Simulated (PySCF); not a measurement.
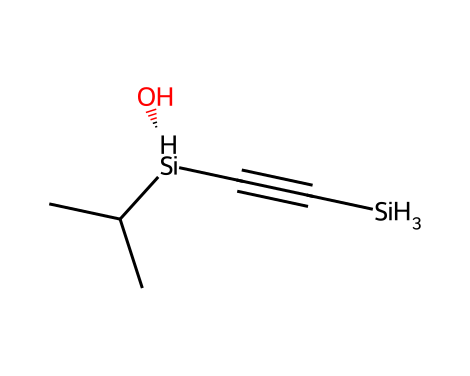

> Write the SMILES.

CC(C)[Si@H](O)C#C[SiH3]

> What is the molecular formula?

C5H12OSi2.

> An optimisation with PBE0-D3(BJ)/def2-SVP gave a structure of which point group?

C1.

The parts below concern this one geometry. Atoms keep their numbers from picture to picture. The computed structure is the end point of a PBE0-D3(BJ)/def2-SVP optimisation. No frequency run is at hand to confirm it as a minimum.

Electronic properties

No frequency run is at hand to confirm it as a minimum. Method: B3LYP/def2-SVPD in chloroform (IEF-PCM) (PySCF 2.14.0). Excitations: vertical, linear response.

Predict the main results.

- dipole moment: 1.80 D
- HOMO energy (Kohn–Sham orbital): −7.53 eV
- LUMO energy (Kohn–Sham orbital): −0.98 eV
- HOMO–LUMO gap: 6.54 eV
- mean static polarisability: 147.2 bohr³
- lowest vertical singlet excitation: 5.35 eV
- its oscillator strength: 0.002
- brightest of the 6 lowest singlets: 6.24 eV
- its oscillator strength: 0.19

Bond orders

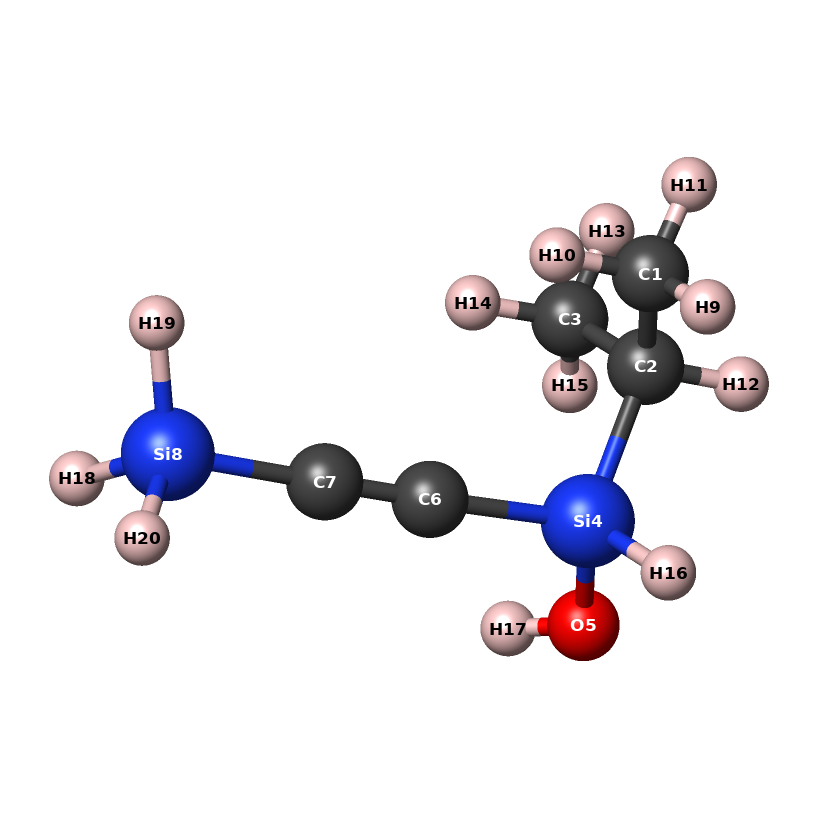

Every bond is drawn as one stick. No frequency run is at hand to confirm it as a minimum. Level of theory: PBE0/pcSseg-1 (PySCF 2.14.0).

> Which bond between heavy atoms has the highest Mayer bond order?

C6–C7, 2.48, at a length of 1.226 Å.

List the Mayer bond orders of C1–C2, C2–C3, C2–Si4, Si4–O5, Si4–C6, C6–C7, C7–Si8 (bonds between heavy atoms, one of each equivalent set).

```json
{"bond": "C1–C2", "Mayer order": "1.02", "length (Å)": "1.527"}
{"bond": "C2–C3", "Mayer order": "1.03", "length (Å)": "1.528"}
{"bond": "C2–Si4", "Mayer order": "0.87", "length (Å)": "1.881"}
{"bond": "Si4–O5", "Mayer order": "1.02", "length (Å)": "1.667"}
{"bond": "Si4–C6", "Mayer order": "0.88", "length (Å)": "1.848"}
{"bond": "C6–C7", "Mayer order": "2.48", "length (Å)": "1.226"}
{"bond": "C7–Si8", "Mayer order": "0.98", "length (Å)": "1.835"}
```

Core levels

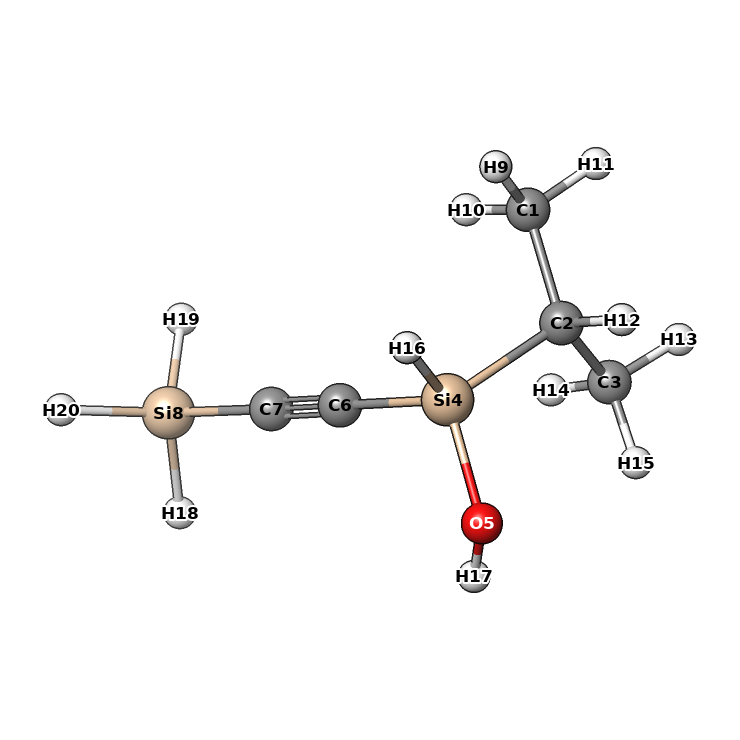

No frequency run is at hand to confirm it as a minimum. Properties computed with delta-SCF UKS SCAN, pcX-2 on the ionised atom, pcseg-1 elsewhere, spin-free X2C (PySCF 2.14.0).

Give the core-electron binding energies (to vacuum; p and d levels without spin–orbit splitting) of C1 1s, C2 1s, C3 1s, Si4 1s, Si4 2p, O5 1s, C6 1s, C7 1s, Si8 1s, Si8 2p.

| atom | level | binding energy (eV) |
| --- | --- | --- |
| C1 | 1s | 290.5 |
| C2 | 1s | 290.1 |
| C3 | 1s | 290.5 |
| Si4 | 1s | 1847.0 |
| Si4 | 2p | 107.3 |
| O5 | 1s | 538.3 |
| C6 | 1s | 289.8 |
| C7 | 1s | 289.9 |
| Si8 | 1s | 1847.0 |
| Si8 | 2p | 107.4 |
